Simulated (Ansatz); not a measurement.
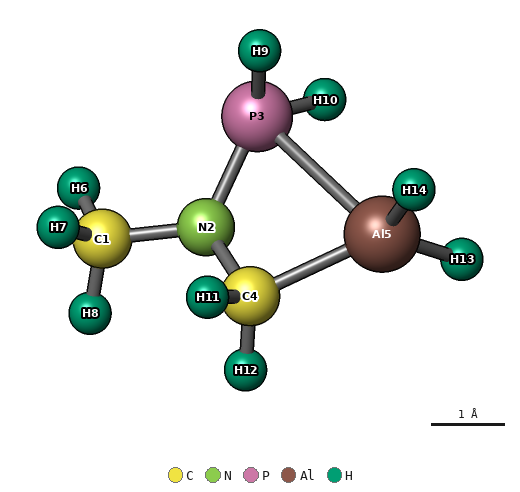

The structure as given in the input (ball-and-stick view, seen at a tilt; atoms are numbered from 1 in the order of the input). Sticks mark near contacts.

Run report: C₂H₉AlNP, phonon calculation

System: C₂H₉AlNP.
Method: RKS r2SCAN-D4/cc-pVDZ (Ansatz 0.2.0).

It belongs to a series of runs on one base structure; here: vibrations at the highest image of the band. Figures and captions count atoms from 1; the log counts them from 0 in places.

## The input
```yaml
crystal:
  periodic: [false, false, false]
  atoms:
    - { symbol: C, position_ang: [-1.293039, 0.636865, 1.40188] }
    - { symbol: "N", position_ang: [-0.330012, 0.399977, 0.326388] }
    - { symbol: P, position_ang: [1.327809, 0.513733, 0.633983] }
    - { symbol: C, position_ang: [-0.729691, -0.575744, -0.722308] }
    - { symbol: Al, position_ang: [1.029154, -0.715338, -1.715818] }
    - { symbol: H, position_ang: [-0.933235, 1.428709, 2.074089] }
    - { symbol: H, position_ang: [-1.49549, -0.277447, 1.993109] }
    - { symbol: H, position_ang: [-2.242438, 0.962158, 0.944307] }
    - { symbol: H, position_ang: [2.114957, -0.551456, 1.131667] }
    - { symbol: H, position_ang: [2.030543, 1.552644, 0.004488] }
    - { symbol: H, position_ang: [-1.056847, -1.525989, -0.248664] }
    - { symbol: H, position_ang: [-1.608141, -0.170733, -1.260252] }
    - { symbol: H, position_ang: [1.353037, 0.401504, -2.817407] }
    - { symbol: H, position_ang: [1.820493, -2.108184, -1.716665] }
basis:
  gaussian: { orbitals: cc-pVDZ }
hamiltonian:
  xc: r2scan
  dispersion: d4
phonons: {}
```

Hardware: 2 threads of AMD EPYC (Zen 5), 16 GiB of memory available, shared host.

Run as:
```bash
ansatz run input.yaml --threads 2 --pin off --max-ram 3072MiB --backend cpu --events-out ev --progress --plain --runs-dir out
```

## Output
```
Engine: ansatz 0.2.0, x86_64-unknown-linux-gnu
Functional definition: r2SCAN
  parameter k0 = 0.174
  parameter k1 = 0.065
  parameter a1 = 4.9479
  exchange = r2scan_x(k0 = k0, k1 = k1, a1 = a1)
  correlation = r2scan_c
1595 factors; their error is unknown
mean field evaluation 1: about -19582.3108 eV, gradient 5.7e1 eV
mean field evaluation 2: about -19557.0217 eV, gradient 1.1e2 eV
mean field evaluation 4: about -19590.5022 eV, gradient 8.1e0 eV
mean field evaluation 8: about -19590.6417 eV, gradient 1.5e-1 eV
mean field evaluation 16: about -19590.5776 eV, gradient 1.8e-4 eV
mean field -19590.57756208 eV, -719.9404464361 hartree, gradient 4.3e-5 eV, S^2 0.000000; 0 other end points of the search recorded, 0 dependent functions left out
the calculation of the forces begins
reference -19590.57757645 eV, -719.9404469642 hartree; 28, 28 occupied and 95, 95 virtual orbitals, 1595 factors
these checks for a lower state are left out or cut short: stability, starts, cluster_reference, orbital_swaps, neighbouring_geometries, increment
1595 factors; their error is unknown
mean field -19590.57739374 eV, -719.9404402498 hartree, gradient 1.0e-6 eV, S^2 0.000000; 0 other end points of the search recorded, 0 dependent functions left out
[... from here on the field's lines of each further geometry are left out, up to the last ...]
the calculation of the forces begins
reference -19590.57757015 eV, -719.9404467325 hartree; 28, 28 occupied and 95, 95 virtual orbitals, 1595 factors
these checks for a lower state are left out or cut short: stability, starts, cluster_reference, orbital_swaps, neighbouring_geometries, increment
1595 factors; their error is unknown
mean field -19590.57756144 eV, -719.9404464123 hartree, gradient 1.9e-6 eV, S^2 0.000000; 0 other end points of the search recorded, 0 dependent functions left out
the calculation of the forces begins
reference -19590.57757581 eV, -719.9404469405 hartree; 28, 28 occupied and 95, 95 virtual orbitals, 1595 factors
WARN: phonons: modes at or below zero, which the zero-point energy, F, S and C_V leave out: 1, the lowest at -842.93 cm⁻¹. A minimum has none, and a first-order saddle one
Total energy: -19590.66581971 eV, -719.9436898443 hartree
Atom 0 at    -1.293039     0.636865     1.401880 Å, force     0.000351     0.000834    -0.004265 eV/Å
Atom 1 at    -0.330012     0.399977     0.326388 Å, force     0.008461    -0.012067     0.000368 eV/Å
Atom 2 at     1.327809     0.513733     0.633983 Å, force    -0.008725     0.003137    -0.003507 eV/Å
Atom 3 at    -0.729691    -0.575744    -0.722308 Å, force     0.002369     0.007593     0.006554 eV/Å
Atom 4 at     1.029154    -0.715338    -1.715818 Å, force    -0.002237    -0.000099    -0.000382 eV/Å
Atom 5 at    -0.933235     1.428709     2.074089 Å, force    -0.000634     0.000750     0.000362 eV/Å
Atom 6 at    -1.495490    -0.277447     1.993109 Å, force    -0.000291     0.000150     0.001174 eV/Å
Atom 7 at    -2.242438     0.962158     0.944307 Å, force     0.000044    -0.000805     0.000835 eV/Å
Atom 8 at     2.114957    -0.551456     1.131667 Å, force    -0.001646    -0.000311     0.000324 eV/Å
Atom 9 at     2.030543     1.552644     0.004488 Å, force     0.001691    -0.000235    -0.000154 eV/Å
Atom 10 at    -1.056847    -1.525989    -0.248664 Å, force    -0.000336     0.000222     0.000127 eV/Å
Atom 11 at    -1.608141    -0.170733    -1.260252 Å, force    -0.000098     0.000187    -0.001399 eV/Å
Atom 12 at     1.353037     0.401504    -2.817407 Å, force     0.000467     0.000457    -0.000032 eV/Å
Atom 13 at     1.820493    -2.108184    -1.716665 Å, force     0.000584     0.000187    -0.000004 eV/Å
Dipole moment:    -0.162385     0.204079     0.577028 e Å
Vibrations: -842.93 88.62 158.10 231.64 238.52 316.74 348.74 367.85 422.81 487.30 588.59 629.82 658.18 688.74 733.97 760.23 988.32 1069.99 1103.02 1128.42 1162.53 1184.14 1256.53 1414.67 1442.91 1454.96 1482.73 1853.70 1859.07 2459.92 2562.06 2964.62 2987.86 3034.84 3077.00 3138.70 cm⁻¹, zero-point energy 2.749092 eV
```

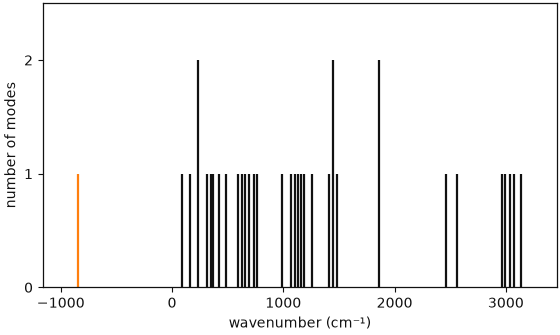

Harmonic vibrational wavenumbers from the force constants; neighbouring modes closer than 18 cm⁻¹ are counted in one stick, and imaginary ones are drawn at negative wavenumbers. 36 modes from 843i to 3139 cm⁻¹, 1 imaginary beyond 8i (843i cm⁻¹): a first-order saddle point, if the geometry is stationary.

## Key numbers

| quantity | value |
| --- | --- |
| outcome | converged |
| total energy | −19590.6658 eV |
| mean-field energy | −19590.5776 eV |
| largest force (length of the vector) | 0.015 eV/Å |
| wall time | 86 s (CPU time 2.8 min) |
| peak memory | 0.23 GiB |
